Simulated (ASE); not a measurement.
Pair distribution function (B-P) of BP (zinc blende), cell B32P32, begun in the crystal structure [in the run: it stayed crystalline; mean temperature 1103 K (target 1100 K); density 2.88 g/cm³, volume +3 % from the start crystal's], from MD at 1103 K. Calculation: the machine-learned potential CHGNet 0.3.0 in ASE. Volume per atom 12.03 Å³, mean pressure 0.2 GPa. 

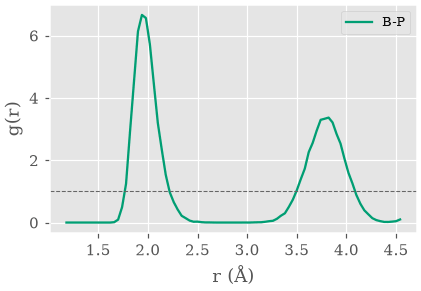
Figure. Pair distribution from the trajectory

Problem. From the above, determine the position and height of the first peak of the B-P curve, where the first shell ends and the number of neighbours in it.

Solution. first peak at 1.95 Å with height 6.7; g is nil from 2.6 to 3.1 Å, so any cut there serves; 4.0 P round each B and 4.0 B round each P in the shell, from n = 4πρ∫r²g(r)dr.
